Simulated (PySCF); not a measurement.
# [Bi(SH)2]+: forces at shaken geometries

Aim: move all atoms of relaxed [Bi(SH)2]+ at random and read energies and forces. The structure is generated, not taken from experiment.

The runs use PySCF 2.14.0; BP86, Bi def2-SVP with ECP60, S def2-SVP, H def2-SVP; scalar-relativistic core potentials, no spin–orbit coupling.

3 further runs of the same task are left out: 2 for a known fault of the program, 1 that didn't finish. Runs told in other sessions of the task aren't counted.

## Step 1: Where the work starts

5 atoms, charge 1, spin multiplicity 1.

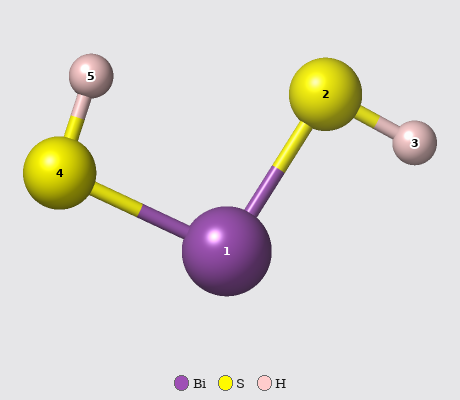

The structure; bismuth purple, sulfur yellow, hydrogen pink; atoms are numbered from 1 in the order of the file.

As a file:

```xyz
5
charge 1, multiplicity 1
Bi    0.0000    1.3929   -0.3567
S     0.0000   -0.3732    1.4091
H     0.0000    0.5278    2.4427
S     0.0000   -0.1303   -2.3330
H     0.0000   -1.3087   -1.6332
```

Formal oxidation states: Bi +3. An earlier session relaxed this geometry at BP86, Bi def2-SVP with ECP60, S def2-SVP, H def2-SVP (singlet, point group Cs).

Its energy there is -1011.989727 Eh.

## Step 2: Atoms moved at random, σ = 0.06 Å

File run.py (the lines that set the calculation):

```python
mol = gto.M(atom='''
Bi    -0.01209     1.36972    -0.33891
S      0.03208    -0.37133     1.37296
H     -0.03383     0.54920     2.48467
S      0.01408    -0.10400    -2.37276
H     -0.00025    -1.33515    -1.61702''',
    basis={'Bi': 'def2-SVP', 'S': 'def2-SVP', 'H': 'def2-SVP'},
    ecp={'Bi': 'def2-SVP'},
    charge=1, spin=0)
mf = dft.RKS(mol, xc='B88,P86')
mf.grids.atom_grid = (50, 194)
mf = mf.density_fit()  # fitting sets: Bi def2-universal-JKFIT, S def2-universal-JKFIT, H def2-universal-JKFIT
mf.conv_tol = 1e-08; mf.max_cycle = 55
mf.kernel(dm0)  # dm0: the density of the relaxed state
```

Command:

```sh
$ OMP_NUM_THREADS=2 python run.py
```

## Step 3: Atoms moved at random, σ = 0.06 Å

File run.py (the lines that set the calculation):

```python
mol = gto.M(atom='''
Bi     0.09170     1.36407    -0.29573
S      0.01321    -0.44140     1.32877
H     -0.01588     0.61445     2.41050
S     -0.04910    -0.08187    -2.31757
H     -0.03994    -1.34681    -1.59701''',
    basis={'Bi': 'def2-SVP', 'S': 'def2-SVP', 'H': 'def2-SVP'},
    ecp={'Bi': 'def2-SVP'},
    charge=1, spin=0)
mf = dft.RKS(mol, xc='B88,P86')
mf.grids.atom_grid = (50, 194)
mf = mf.density_fit()  # fitting sets: Bi def2-universal-JKFIT, S def2-universal-JKFIT, H def2-universal-JKFIT
mf.conv_tol = 1e-08; mf.max_cycle = 55
mf.kernel(dm0)  # dm0: the density of the relaxed state
```

## Step 4: Atoms moved at random, σ = 0.06 Å

File run.py (the lines that set the calculation):

```python
mol = gto.M(atom='''
Bi    -0.09336     1.32392    -0.33944
S     -0.04602    -0.43250     1.37161
H      0.13631     0.58572     2.47463
S     -0.00669    -0.11223    -2.41335
H      0.00976    -1.25646    -1.56449''',
    basis={'Bi': 'def2-SVP', 'S': 'def2-SVP', 'H': 'def2-SVP'},
    ecp={'Bi': 'def2-SVP'},
    charge=1, spin=0)
mf = dft.RKS(mol, xc='B88,P86')
mf.grids.atom_grid = (50, 194)
mf = mf.density_fit()  # fitting sets: Bi def2-universal-JKFIT, S def2-universal-JKFIT, H def2-universal-JKFIT
mf.conv_tol = 1e-08; mf.max_cycle = 55
mf.kernel(dm0)  # dm0: the density of the relaxed state
```

What does the calculation give? Wanted: for each run, σ; energy rise; harmonic estimate −½ F·u; largest force component.

As calculated:

| σ (Å) | energy rise (eV) | harmonic estimate −½ F·u (eV) | largest force component (eV/Å) |
| --- | --- | --- | --- |
| 0.06 | 0.141 | 0.135 | 1.58 |
| 0.06 | 0.321 | 0.295 | 2.32 |
| 0.06 | 0.281 | 0.273 | 2.05 |

Every displacement raises the energy. For a harmonic well the rise equals −½ F·u; the two differ by at most 8 % here (a move with σ = 0.06 Å), from anharmonicity, the grid and the small forces left at the relaxed point. The bases are small and lack diffuse functions. Spin–orbit coupling is left out.
